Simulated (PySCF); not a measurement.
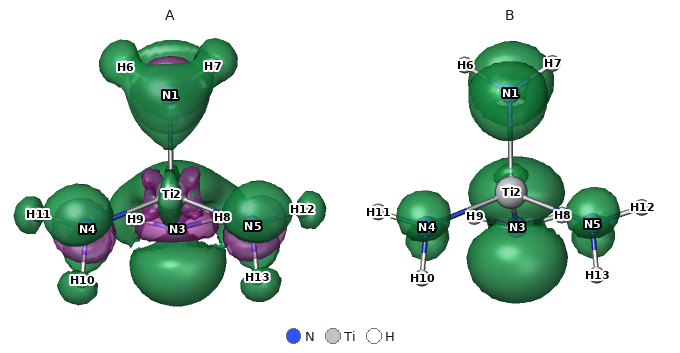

*H8N4Ti, SMILES `N[Ti](N)(N)N`. The Fukui function f⁻ from two separate SCF calculations and the density of the HOMO, at ±0.02 e/Å³ (green positive, purple negative).*

Computed with PySCF, PBE/def2-TZVP, geometry: GFN2-xTB. This is a single-reference result, which may miss multireference character in this system. No frequency check shows the geometry to be a minimum. GFN2-xTB bond lengths at metals and heavier atoms can be off by up to 0.1 Å and shapes distorted, which carries into these values.

Coordinates in Å:

```
N1       0.0131    1.7823    0.5804
Ti2     -0.0004   -0.0156    0.0431
N3      -0.0021   -0.0144   -1.8434
N4      -1.5644   -0.8754    0.6066
N5       1.5546   -0.8944    0.6036
H6      -0.8106    2.1942    1.0281
H7       0.8391    2.1841    1.0265
H8       0.8221    0.3787   -2.3070
H9      -0.8221    0.3887   -2.3054
H10     -1.6571   -1.8930    0.5936
H11     -2.4832   -0.4765    0.4002
H12      2.4778   -0.5067    0.3954
H13      1.6349   -1.9131    0.5904
```

**Which panel is which, and how good is the frozen-orbital picture?**

A is f⁻ (it has negative regions), B the HOMO density. The HOMO lies on N3 (45 %), N1 (24 %) and Ti2 (8 %); f⁻ (Hirshfeld-condensed) is largest on N3 (0.18), N1 (0.13) and Ti2 (0.11); the vertical ionisation energy is 7.69 eV (the stability of the cation's solution wasn't checked). Relaxation shifts 37 % of the electron between atoms. The orbital energy is −4.83 eV.
